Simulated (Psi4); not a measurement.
**Two attempts at C3H2F+ (SMILES Fc1c[cH+]1)**

Aim: a single-point energy of C3H2F+ at N12-SX-D3(BJ)/pcseg-2 (density fitting).

The calculation is run with Psi4 1.11.

5 further runs of the same task are left out: 4 that didn't finish, 1 set aside as unsound or not needed.

## 1. The molecule

The species is C3H2F+ (6 atoms), meant as a singlet with charge +1. SMILES: `Fc1c[cH+]1`. The shape is that of a GFN2-xTB optimisation.

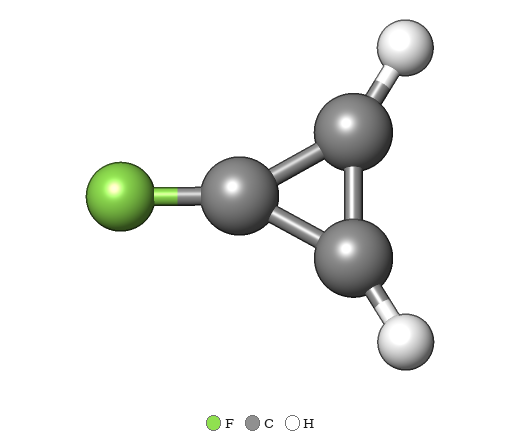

Viewed from a chosen angle; fluorine green, carbon grey, hydrogen white.

## 2. Try one

Contents of input.dat:

```
memory 1.6 GB

molecule system {
  1 1
  F     -0.466690    -1.833010     0.722760
  C     -0.178030    -0.700530     0.276220
  C      0.660170     0.122710    -0.455960
  C     -0.464080     0.648280     0.152430
  H      1.540110     0.265140    -1.059800
  H     -1.091470     1.497420     0.364360
  units angstrom
  symmetry c1
  no_reorient
  no_com
}

set basis pcseg-2
set scf_type df
set maxiter 2

result, w = energy('n12-sx-d3(bj)', return_wfn=True)
```

Command:

```sh
$ psi4 -n 1 input.dat output.dat
```

output.dat:

```text
Psi4 1.11 release

   => Loading Basis Set <=

    Name: PCSEG-2
    Role: ORBITAL
    Keyword: BASIS

   => N12-SX-D3(BJ): Empirical Dispersion <=

        s6 =       1.000000
        s8 =       2.490000
        a1 =       0.328300
        a2 =       5.789800

         ---------------------------------------------------------
                                   SCF
                              RKS Reference
                        1 Threads,   1525 MiB Core
         ---------------------------------------------------------

  ==> Geometry <==

    Molecular point group: c1
    Full point group: C1

    Geometry (in Angstrom), charge = 1, multiplicity = 1:

[... 92 lines left out ...]
    Weights Tolerance      =       1.00E-15
[... 35 lines left out ...]
  Cached 100.0% of DFT collocation blocks in 0.461 [GiB].

  Minimum eigenvalue in the overlap matrix is 2.4265597332E-04.
  Reciprocal condition number of the overlap matrix is 3.1405849580E-05.
    Using symmetric orthogonalization.

  ==> Pre-Iterations <==

  SCF Guess: Superposition of Atomic Densities via on-the-fly atomic UHF (no occupation information).

   -------------------------
    Irrep   Nso     Nmo
   -------------------------
     A        148     148
   -------------------------
    Total     148     148
   -------------------------

  ==> Iterations <==

                           Total Energy        Delta E     RMS |[F,P]|

   @DF-RKS iter SAD:  -214.97970071875372   -2.14980e+02   0.00000e+00
   @DF-RKS iter   1:  -214.83263818680533    1.47063e-01   3.63039e-03 DIIS/ADIIS
   @DF-RKS iter   2:  -214.82209238025837    1.05458e-02   3.50300e-03 DIIS/ADIIS

PsiException: Could not converge SCF iterations in 2 iterations.

  Failed to converge.

psi4.driver.p4util.exceptions.SCFConvergenceError: Could not converge SCF iterations in 2 iterations.

Printing out the relevant lines from the Psithon --> Python processed input file:
    ""","system")
    core.IO.set_default_namespace("system")
    core.set_global_option("BASIS", "pcseg-2")
    core.set_global_option("SCF_TYPE", "df")
    core.set_global_option("MAXITER", 2)
--> result, w = energy('n12-sx-d3(bj)', return_wfn=True)

!-----------------------------------------------------!
!                                                     !
!  Could not converge SCF iterations in 2 iterations. !
!                                                     !
!-----------------------------------------------------!

    Psi4 run time: 0:00:05.34
```

Wall time 6.9 s (1 thread of Intel Xeon at 2.60GHz (Ice Lake), shared host); peak memory 0.85 GiB.

## 3. Diagnosis

No converged result was reached.

The telling line is `Could not converge SCF iterations in 2 iterations.`. What is wrong: the iteration cap is too low for convergence. To mend it: iteration cap at its default in place of 2.

## 4. Second attempt

Contents of input.dat:

```
memory 1600 mb

molecule m {
  1 1
  F     -0.466690    -1.833010     0.722760
  C     -0.178030    -0.700530     0.276220
  C      0.660170     0.122710    -0.455960
  C     -0.464080     0.648280     0.152430
  H      1.540110     0.265140    -1.059800
  H     -1.091470     1.497420     0.364360
  symmetry c1
  no_reorient
  no_com
}

set {
  basis    pcseg-2
  scf_type df
}

energy_value, wavefunction = energy('n12-sx-d3bj', return_wfn=True)
```

Command:

```sh
$ psi4 input.dat output.dat -n 1
```

output.dat:

```text
[...]
  Running in c1 symmetry.
[...]
  Nuclear repulsion =  100.791066773351162
[...]
  Multiplicity = 1
[...]
  Nalpha       = 14
  Nbeta        = 14
[...]
    Number of basis functions: 148
[...]
   @DF-RKS iter   1:  -214.83263818680533    1.47063e-01   3.63039e-03 DIIS/ADIIS
[...]
   @DF-RKS iter   7:  -214.95993073052637   -9.31183e-07   8.19212e-07 DIIS
[...]
    Orbital Energies [Eh]
    ---------------------
    Doubly Occupied:
       1A    -25.057094     2A    -10.652021     3A    -10.572124
       4A    -10.571449     5A     -1.539072     6A     -1.222732
       7A     -0.895164     8A     -0.876431     9A     -0.827778
      10A     -0.779608    11A     -0.770442    12A     -0.675179
      13A     -0.637849    14A     -0.612726
[...]
  @DF-RKS Final Energy:  -214.95993073052637
   => Energetics <=
    Nuclear Repulsion Energy =            100.7910667733511616
    One-Electron Energy =                -485.0874306594596987
    Two-Electron Energy =                 190.3470395352926801
    DFT Exchange-Correlation Energy =     -21.0083845006827232
    Empirical Dispersion Energy =          -0.0022218790277625
    VV10 Nonlocal Energy =                  0.0000000000000000
    Total Energy =                       -214.9599307305263665
[...]
 Multipole Moments:
 ------------------------------------------------------------------------------------
     Multipole            Electronic (a.u.)      Nuclear  (a.u.)        Total (a.u.)
 ------------------------------------------------------------------------------------
 L = 1.  Multiply by 2.5417464519 to convert [e a0] to [Debye]
 Dipole X            :          6.9762693           -6.8846691            0.0916002
 Dipole Y            :         27.4044674          -27.0453257            0.3591417
 Dipole Z            :        -10.8102061           10.6685244           -0.1416817
 Magnitude           :                                                    0.3967960
[...]
```

Wall time 10 s (1 thread of Intel Xeon at 2.60GHz (Ice Lake), shared host); peak memory 0.85 GiB.

## 5. Results

Level: N12-SX-D3(BJ)/pcseg-2 (density fitting).

```
         quantity          value
     total energy  -214.95993 Eh
      HOMO energy      -16.67 eV
      LUMO energy       -8.55 eV
    HOMO–LUMO gap        8.12 eV
dispersion energy   -5.83 kJ/mol
```
